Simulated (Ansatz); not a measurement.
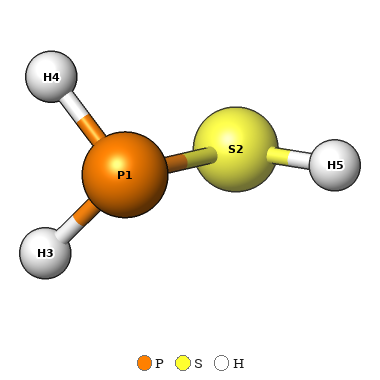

The system is H₃PS, SMILES PS; the picture shows the reference structure. Coordinates scanned: (1) bond length P1–H4; (2) angle H3–P1–H4. Nothing is relaxed (all other coordinates rigid). The scan uses a 15 × 15 grid. Points are written as (first, second). Energies: kJ/mol, counted from the lowest grid point. All numbers below come from Ansatz, RKS PBE0-D4/def2-TZVP.

Its coordinates:

```xyz
5

P    -0.4601   -0.4984    0.4252
S     0.7853    0.9592   -0.4705
H     0.2829   -1.6423    0.0326
H    -1.3809   -0.6360   -0.6460
H     0.8228    1.7439    0.6173
```

Range: bond length P1–H4 from 1.192 to 1.845 Å; angle H3–P1–H4 from 68.0 to 118.0°.

What will the energy surface look like?

Answer. The lowest grid point is at (1.425 Å, 93.0°). No other kind of well shows on this grid. The highest grid point, (1.845 Å, 118.0°), lies 142 kJ/mol above the lowest. Round the minimum the two coordinates are weakly coupled (coupling 0.05 in units of the two stiffnesses).

```csv
"angle H3–P1–H4 ↓, bond length P1–H4 →",1.192,1.239,1.285,1.332,1.379,1.425,1.472,1.519,1.565,1.612,1.659,1.705,1.752,1.798,1.845
118.0,115,83,62,49,42,41,44,51,60,71,83,97,111,126,142
114.4,104,73,51,38,32,30,34,40,49,60,73,86,101,116,131
110.9,96,64,43,29,23,22,25,31,40,51,64,77,92,107,122
107.3,89,57,35,22,15,14,17,23,32,43,56,69,84,99,115
103.7,83,51,30,16,9,8,11,17,26,37,50,63,78,93,108
100.2,79,47,26,12,5,4,6,13,21,32,45,58,73,88,103
96.6,77,45,23,9,2,1,4,10,18,29,42,55,70,84,100
93.0,77,44,23,9,2,0,3,8,17,28,40,53,68,82,98
89.4,78,46,24,10,3,1,3,9,17,28,40,53,67,82,97
85.9,82,49,27,13,6,4,6,11,19,30,42,55,69,83,98
82.3,88,55,33,18,11,8,10,16,23,34,45,58,72,86,100
78.7,96,62,40,25,18,15,17,22,29,39,51,63,76,90,105
75.2,105,72,49,34,26,23,25,30,37,46,57,69,83,96,110
71.6,117,84,61,46,37,34,35,40,46,56,66,78,91,104,117
68.0,132,98,75,59,50,47,47,51,58,67,77,88,101,113,126
```

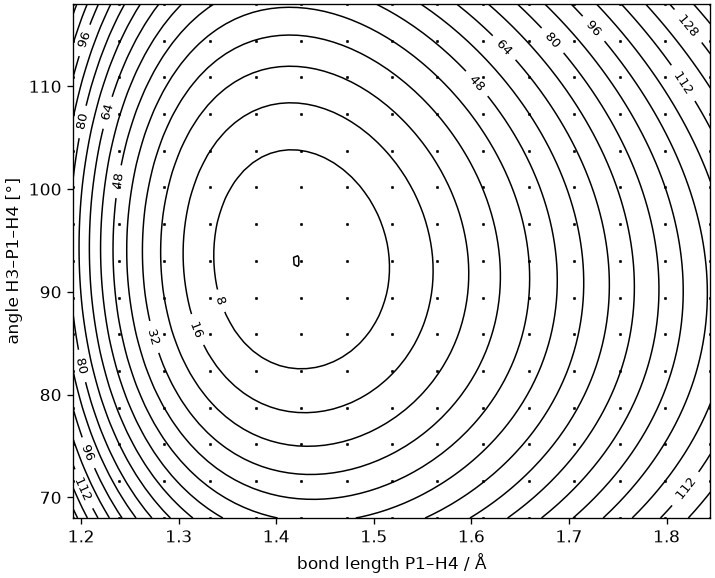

Drawn: contour lines labelled in kJ/mol, dots at the grid points. Between grid points the surface is interpolated.

Time for the 225 points that were run: 11 min on 1 thread of Arm Neoverse N1, on a shared host.
